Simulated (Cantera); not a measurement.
A closed system holds: 1 mol Ti, 0.38 mol CH4, 8 mol H2, 0.21 mol H2O, held at 69.0 mbar.

These are equilibrium values from Cantera (NASA tables, ideal gas, pure condensed phases), not measurements of a reactor. Candidate condensed phases: C, C6H6, C7H8, C8H18, H2O, Ti, TiC, TiO, TiO2, Ti2O3, Ti3O5, Ti4O7; 113 gas species. Each liquid is taken as pure. Mutual solubility and eutectic melting of coexisting phases are not modelled. TiC, TiO: taken at fixed stoichiometry. Condensed phases not in the tables: solid solutions among these carbides, nitrides and lower oxides, N, O or C dissolved in the metal. The numbers say what is thermodynamically allowed, not how fast it happens.

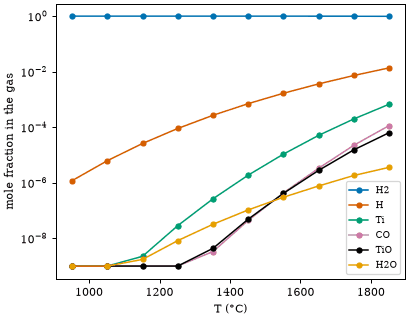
Equilibrium gas composition (values under 1e-9 drawn at 1e-9)

From 952 °C to 1652 °C the condensed part is Ti(β) + TiC(s) + TiO(s). From 1752 °C to 1852 °C the condensed part is Ti(l) + TiC(s) + TiO(l).
